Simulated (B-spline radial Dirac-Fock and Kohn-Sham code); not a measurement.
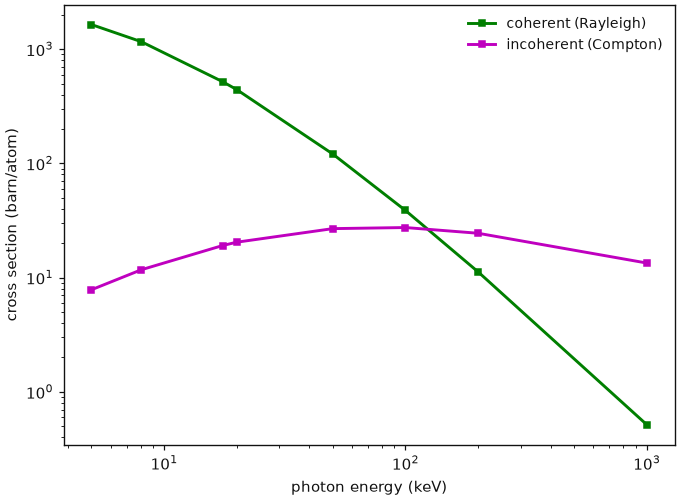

Coherent and incoherent photon scattering cross sections against photon energy, computed at the marked points and joined by straight lines. System: the ion Tb⁺ ([Xe] 4f7 5d2 6s1), which is not the ground configuration. Level of theory: Thomson × f² and Klein–Nishina × S on Dirac–Fock densities, without anomalous dispersion; calculated with a radial B-spline solver.

> What are the two cross sections at 17.48 keV?

Coherent 520 b, incoherent 19.1 b.
